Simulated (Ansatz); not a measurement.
# MgTiTe3 (built on the sites of a database entry of BaTiO3): relaxing the cell for a phonon run, part 2 of 2

Wanted: the relaxed cell of MgTiTe3 (built on the sites of a database entry of BaTiO3).

Ansatz 0.2.0; DFT PBE+D3(BJ), scalar-relativistic, plane waves, PAW.

So far. Step 2 (A coarse first look): The coarse mesh shows no gap and a pressure of 224.2 GPa.

The structure was built from a prototype and need not be the compound's stable phase.

### Step 4. Relaxation (continued)

The steps of the relaxation:

```
step  energy less that of the first step (eV)  largest force component (eV/Å)  pressure (GPa)  volume (Å³)
   1                                   0.0000                          0.0422            0.30       162.46
   2                                  -0.0006                          0.0439           -0.19       164.76
   3                                  -0.0014                          0.0093           -0.02       163.93
   4                                  -0.0015                          0.0032            0.00       163.91
  5*                                  -0.0016                          0.0032            0.00       163.91
```

Relaxation steps marked * repeat the geometry before them on a plane-wave basis chosen anew for their cell, so energy and pressure can jump there.

Forces are held to the 8 operations that the run works with; a distortion that breaks them can't arise in this run.

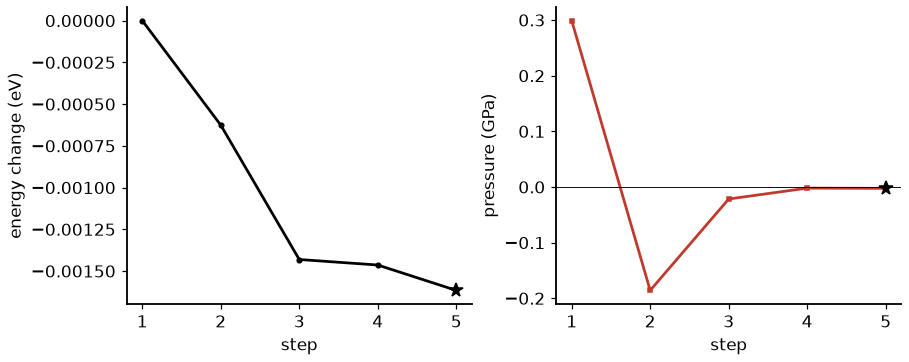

Energy and pressure along the relaxation. Stars mark steps on a basis chosen anew.

```
conventional cell, symmetrised  before  after  change
                         a (Å)   5.457  5.477  +0.4 %
                         b (Å)   5.457  5.477  +0.4 %
                         c (Å)   5.455  5.464  +0.2 %
              volume (Å³/atom)   32.49  32.78  +0.9 %
```

The atoms that moved most (Å, as changes of fractional coordinates times the final cell):

```
atom     dx     dy      dz  length
 Mg1  0.000  0.000  -0.019   0.019
 Te3  0.000  0.000   0.008   0.008
```

The relaxed structure:

```xyz
5
Lattice="5.4771 0.0000 0.0000 0.0000 5.4771 0.0000 0.0000 0.0000 5.4641" Properties=species:S:1:pos:R:3 pbc="T T T"
Mg    0.0000    0.0000   -1.2567
Ti    2.7385    2.7385    2.6771
Te    2.7385    2.7385    0.2199
Te    2.7385    0.0000    3.3954
Te    0.0000    2.7385    3.3954
```

Numbers from this step:

| Property | Result |
| --- | --- |
| pressure | -0.002599 GPa |
| volume per atom | 32.78 Å³ |

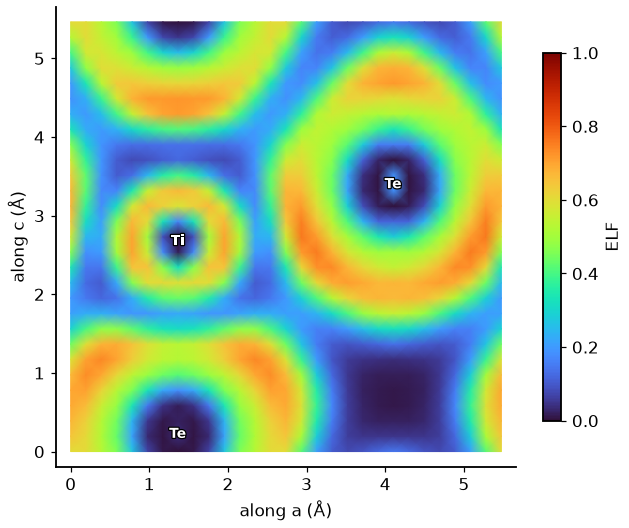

ELF in the ac plane at fractional y = 0.500, with atoms of Ti and Te within 0.2 Å of it. It is the smooth field of the valence electrons, not physical close to the nuclei. The map starts off the cell's origin, so that atoms lie inside it.

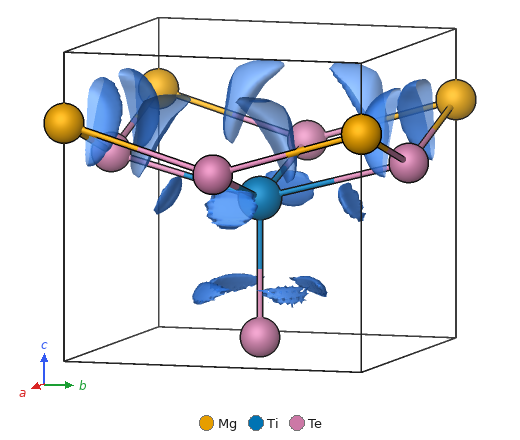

Surface of ELF = 0.74.

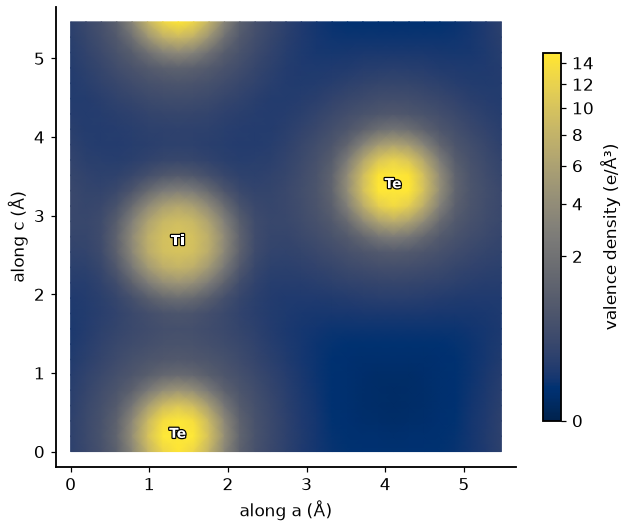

Valence density in the ac plane at fractional y = 0.500, with atoms of Ti and Te within 0.2 Å of it. It is the smooth field of the valence electrons, not physical close to the nuclei. The map starts off the cell's origin, so that atoms lie inside it. The colour scale is stretched toward low values.

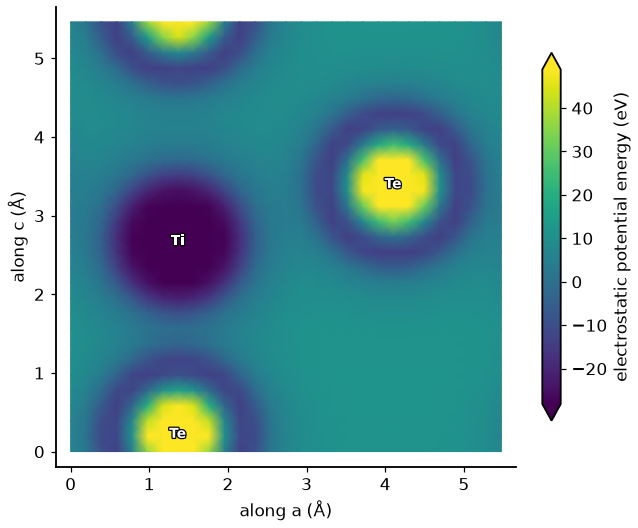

Electrostatic potential energy in the ac plane at fractional y = 0.500, with atoms of Ti and Te within 0.2 Å of it. With pseudopotentials it is smooth inside the atoms' cores, unlike the true potential. The map starts off the cell's origin, so that atoms lie inside it.

In this step the volume went from 32.49 to 32.78 Å³/atom.

### Step 5. Relaxing to small forces for the phonons

Phonons need a cell at rest on their own settings, so the relaxation is repeated with tight tolerances on forces and stress, using the mesh and the filling of the phonon run that follows.

input.yaml

```yaml
crystal:
  lattice:
    - [5.4770812179, 0.0, 0.0]
    - [0.0, 5.4770812179, 0.0]
    - [0.0, 0.0, 5.4640792091]
  atoms:
    - { symbol: Mg, position: [0.0, 0.0, -0.2299851838] }
    - { symbol: Ti, position: [0.5, 0.5, 0.4899374404] }
    - { symbol: Te, position: [0.5, 0.5, 0.0402467838] }
    - { symbol: Te, position: [0.5, 0.0, 0.6214004797] }
    - { symbol: Te, position: [0.0, 0.5, 0.6214004797] }
kpoints:
  mp_grid: { grid: [8, 8, 8] }
hamiltonian:
  xc: pbe
  dispersion: d3bj
scf:
  occupations: { method: methfessel_paxton, width: 0.2 }
output:
  forces: true
  stress: true
  eigenvalues: true
relax:
  adjacent_minimum: "off"
  f_tol: 0.001
  max_steps: 60
  cell: { stress_tol: 0.01 }
```

On the command line:

```sh
ansatz run input.yaml --threads 8 --pin off --max-ram 14336MiB --backend cpu --events-out ev --progress --plain --runs-dir out
```

Numbers of over 12 decimals in the logs are rounded to 6 here.

The log of the run:

```text
[...]
Crystal: 5 atoms, lattice volume = 163.914 Å³
Basis set: ecut = 420 eV, 3191 PW (Γ), exchange–correlation on 80×80×80 points (8 copies of the dense FFT grid, shifted against one another)
Bands: 42, of which v1, the nominal top of the filled ones, is band 35 counted from 1 (34 counted from 0)
Symmetry: 8 space group operations
[...]
k-points: 75 of 512 (time reversal used)
[...]
--- Relaxed structure (4 steps of the walk, 4 accepted, 1 SCFs on fresh bases) ---
[...]
cell:  # Å, volume = 163.9434 Å³
    - [5.477766, 0.0, 0]
    - [0.0, 5.477766, 0.0]
    - [0, 0.0, 5.463703]
  atoms:
    - { symbol: Mg, position: [0, 0.0, -0.230599] }
    - { symbol: Ti, position: [0.5, 0.5, 0.489813] }
    - { symbol: Te, position: [0.5, 0.5, 0.040296] }
    - { symbol: Te, position: [0.5, 0.0, 0.621745] }
    - { symbol: Te, position: [0, 0.5, 0.621745] }
[key lines of the parts left out:]
SCF converged after 9 iterations
Free energy (F): -25366.904442 eV
Fermi energy:    7.057949 eV
P = ⅓ Tr σ = -0.0001 GPa (-0.001 kbar)
```

It took 32 s on 8 threads of Arm Neoverse V2, shared host; peak memory 0.88 GiB.

Little changed from the start: no atom moved by 0.005 Å and no cell edge by 0.1 %.

Numbers from this step:

```
pressure        : -1.17e-4 GPa
volume per atom : 32.79 Å³
```

The largest force component left is 0.84 meV/Å and the pressure is 0.000 GPa, within the tolerances set. The cell now holds 32.79 Å³/atom.

### Step 6. What came out

```json
{
  "space group after relaxation (within 0.01 Å)": "P4mm",
  "lattice constant a": "5.478 Å",
  "lattice constant b": "5.478 Å",
  "lattice constant c": "5.464 Å",
  "volume per atom": "32.8 Å³"
}
```

In words: The largest force component left is 0.84 meV/Å and the pressure is 0.000 GPa, within the tolerances set. The cell now holds 32.79 Å³/atom. The relaxation keeps the symmetry of its start, so it says nothing on stability against lower symmetry. Spin-orbit coupling is left out, which can matter for the heavy elements here. The starting cell was built on a prototype and not taken from a measurement, so the phase need not exist.

[Logs are printed without paths, hosts, clocks, repeated set-up lines and the standing remarks that a program may print on its own settings, such as how far it seeks lower states.]

[Hosts, paths, dates, database ids (printed as entryN), source tags and the programs' standing remarks are cut or masked in the printed files.]
